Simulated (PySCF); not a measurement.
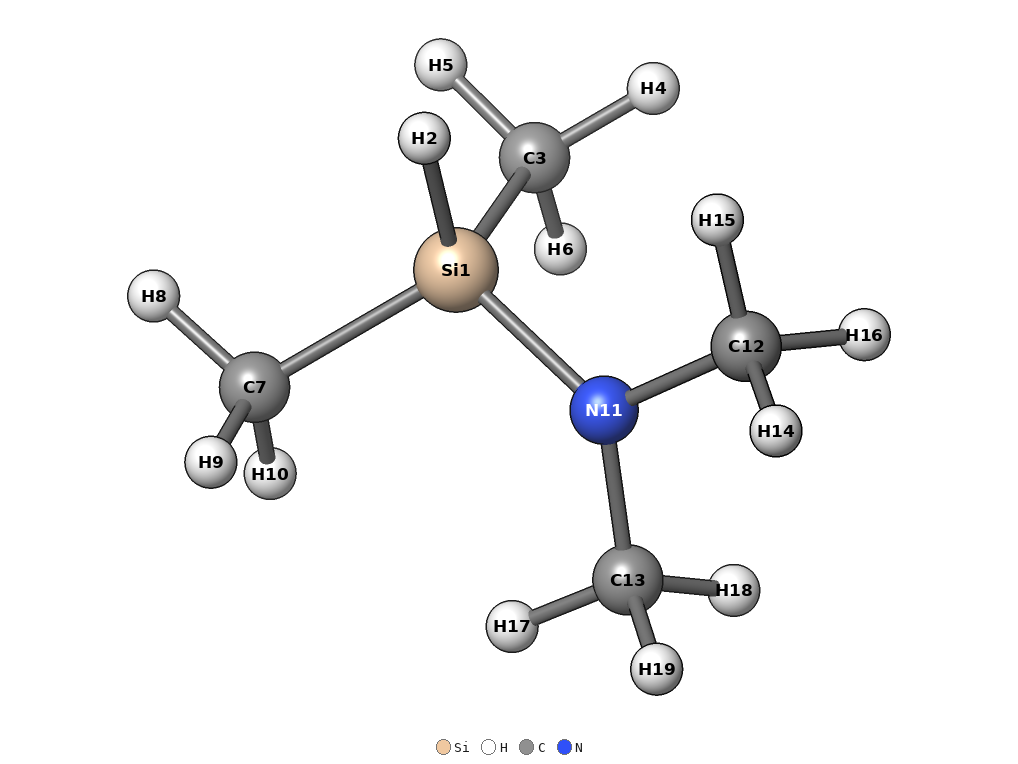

The computed structure is the end point of a PBE0-D3(BJ)/def2-SVP optimisation. No frequency run is at hand to confirm it as a minimum. Level of theory: delta-SCF UKS SCAN, pcX-2 on the ionised atom (unc-x2c-TZVPall on a metal), pcseg-1 elsewhere, spin-free X2C (PySCF 2.14.0).

Give the core-electron binding energies (to vacuum; p and d levels without spin–orbit splitting) of Si1 1s, Si1 2p, C3 1s, N11 1s, C12 1s.

```tsv
atom	level	binding energy (eV)
Si1	1s	1846.0
Si1	2p	106.4
C3	1s	289.8
N11	1s	403.9
C12	1s	291.3
```
